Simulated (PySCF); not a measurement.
# C₃H₆BF, charge +1, doublet, SMILES `B[C+](C)[CH]F`: electronic structure

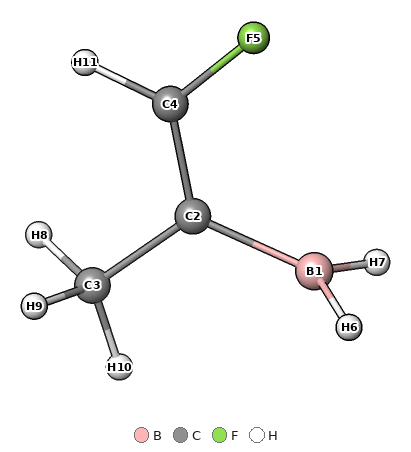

The molecule, with its atoms numbered as below. No frequency check shows the geometry to be a minimum.

Geometry (Å), atoms numbered from 1:

```
B1       0.4841    1.6049   -0.0015
C2       0.4337    0.0798   -0.0034
C3       1.7023   -0.6800   -0.0041
C4      -0.7427   -0.6495   -0.0041
F5      -1.8995   -0.0582    0.0055
H6       0.5522    2.2222    0.9909
H7       0.4967    2.2226   -0.9960
H8       1.6870   -1.4737   -0.7558
H9       1.8207   -1.2002    0.9539
H10      2.5669   -0.0385   -0.1531
H11     -0.8083   -1.7350   -0.0119
```

### 1. Bonding charge

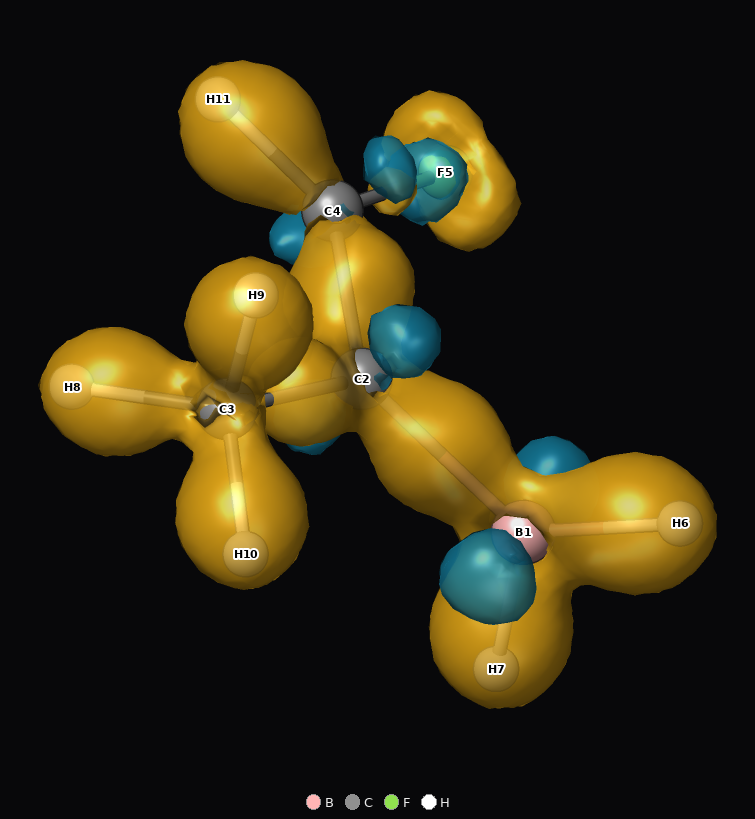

Deformation density (molecule less spherical, spin-averaged free atoms at the same positions), surfaces at ±0.2 e/Å³; yellow: gain, teal: loss.

PySCF calculation, PBE0/6-311G**, gas phase; geometry: GFN2-xTB. The stability of the open-shell solution wasn't checked. GFN2-xTB doesn't know the spin state, so this open-shell geometry is rough.

**Describe the bonding that the map shows.**

The five largest and four smallest: C4–H11: +0.84 e/Å³ at the bond critical point (bond length 1.09 Å, Mayer order 0.9). C3–H10: +0.73 e/Å³ at the bond critical point (bond length 1.09 Å, Mayer order 0.9). C2–C4: +0.68 e/Å³ at the bond critical point (bond length 1.38 Å, Mayer order 1.4). C3–H8: +0.68 e/Å³ at the bond critical point (bond length 1.09 Å, Mayer order 0.9). C3–H9: +0.65 e/Å³ at the bond critical point (bond length 1.10 Å, Mayer order 0.9). B1–H7: +0.52 e/Å³ at the bond critical point (bond length 1.17 Å, Mayer order 0.9). C2–C3: +0.44 e/Å³ at the bond critical point (bond length 1.48 Å, Mayer order 1.1). B1–C2: +0.42 e/Å³ at the bond critical point (bond length 1.53 Å, Mayer order 1.0). C4–F5: +0.04 e/Å³ at the bond critical point (bond length 1.30 Å, Mayer order 1.2); up to 0.6 Å beside the axis the gain reaches +0.29 e/Å³. In all, 2.3 electrons gather in the regions of gain relative to the promolecule of neutral atoms (the regions of loss give up this much and the cation's charge besides). A small or negative value marks a very polar bond, one between electron-rich atoms, whose free-atom densities already overlap strongly, a long bond to a heavier atom, or a closed-shell contact such as a hydrogen bond.

**Where do the Hirshfeld charges lie?**

The highest Hirshfeld charge is on B1 (+0.23 e), the lowest on C3 (−0.06 e).

### 2. Local ionisation energy

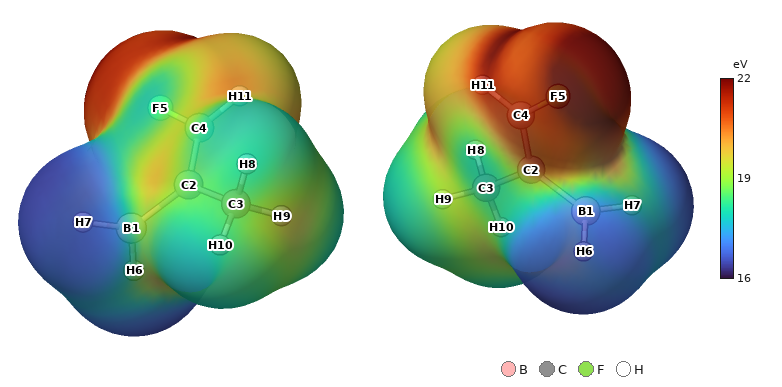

Average local ionisation energy on the surface of electron density 0.001 a.u. (back view left, front view right).

**Locate the minima of the map.**

The lowest value is 16.4 eV, 1.4 Å from H7, and at like points elsewhere. Further minima include 17.9 eV, 1.3 Å from H10; 19.5 eV, 1.3 Å from H11. For comparison, the highest occupied orbital lies at −14.1 eV.

### 3. Spin density

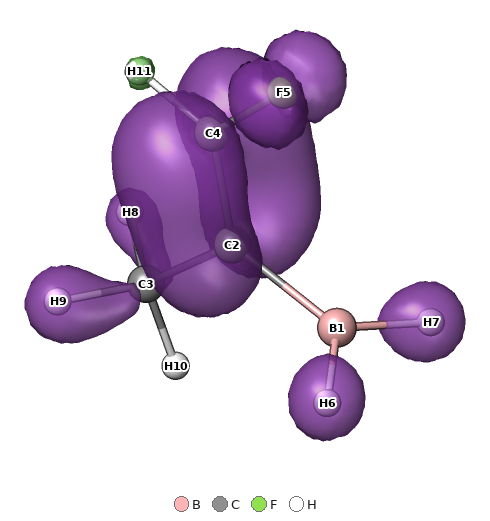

Spin density ρα − ρβ at ±0.03 e/Å³ (purple: excess α, green: excess β).

**How is the spin shared among the atoms?**

Hirshfeld spin populations: C4 +0.38, C2 +0.28, F5 +0.12 and C3 +0.04. ⟨S²⟩ = 0.75, as for a pure state.

### 4. In an electric field

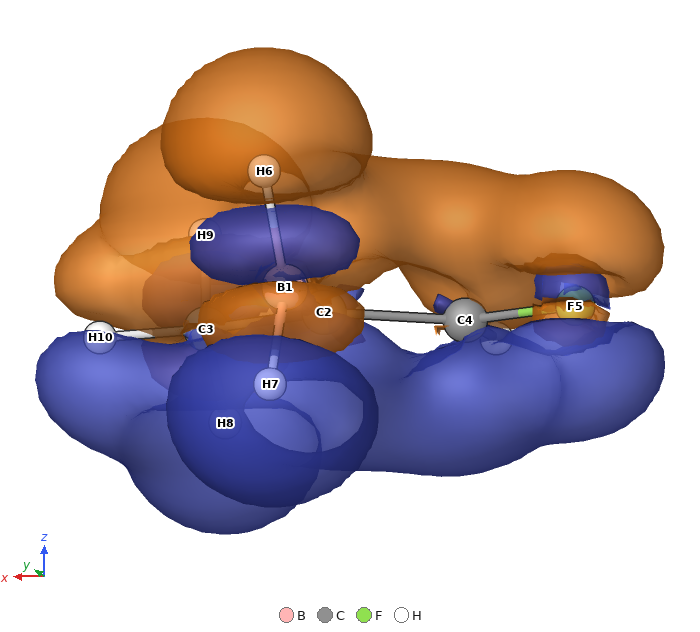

Change of the electron density in a uniform field of 0.41 V/Å, surfaces at ±0.0015 e/Å³ (orange: gain, blue: loss).

Level of theory: PBE/def2-SVPD (PySCF), at a geometry from GFN2-xTB. The stability of the open-shell solution wasn't checked. GFN2-xTB doesn't know the spin state, so this open-shell geometry is rough.

The field was applied in both directions; the picture shows the one opposite to the script's first.

**Along which Cartesian direction does the field point?**

Along −z: electrons gather on the +z side, against the field.

**How large is the response?**

The induced dipole is 0.73 D (along the field); α along this axis, from the fields in both directions, is 36 bohr³ (5.4 Å³).

### 5. Removing or adding an electron

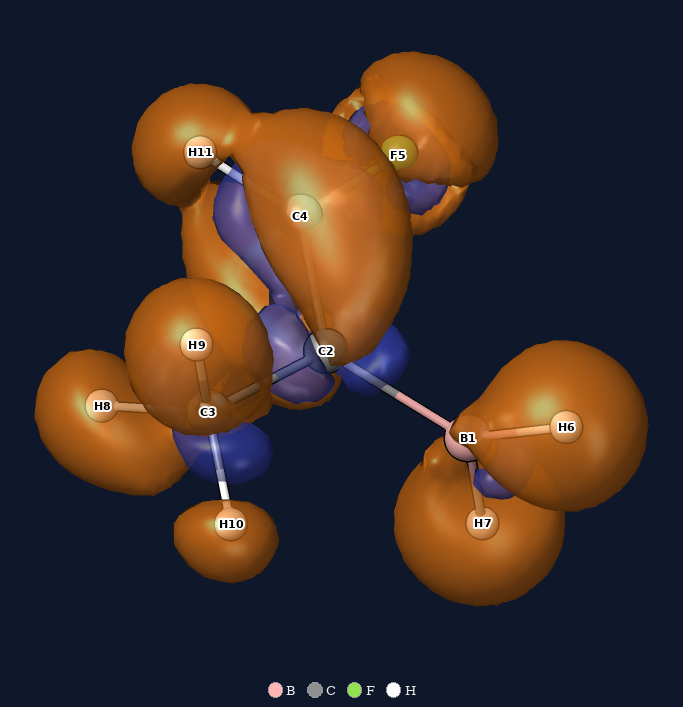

Fukui function f⁻ = ρ(N) − ρ(N−1) at fixed geometry, surfaces at ±0.02 e/Å³ (orange positive, blue negative).

Method: r2SCAN/6-31+G*; geometry: GFN2-xTB; program: PySCF. GFN2-xTB doesn't know the spin state, so this open-shell geometry is rough.

**On which atoms does the density change most on removal of an electron?**

f⁻ (Hirshfeld-condensed) is largest on C4 (0.18), F5 (0.14) and B1 (0.11); the vertical ionisation energy is 16.21 eV (to the singlet dication, which needn't be its lowest state). Condensed values hint at sites of electrophilic attack but needn't mark the atom that reacts. Shares this close don't rank the sites. Orbital relaxation makes it negative in places (0.13 e in all).

```csv
atom,f⁻,charge
B1,+0.11,+0.26
C2,+0.08,+0.06
C3,+0.07,−0.03
C4,+0.18,+0.22
F5,+0.14,+0.04
H6,+0.10,+0.02
H7,+0.10,+0.02
H8,+0.06,+0.10
H9,+0.07,+0.11
H10,+0.04,+0.09
H11,+0.06,+0.12
```

The PySCF runs shown took 26 s, 78 s and 90 s on 1 thread of Arm Neoverse V2, on a shared host.
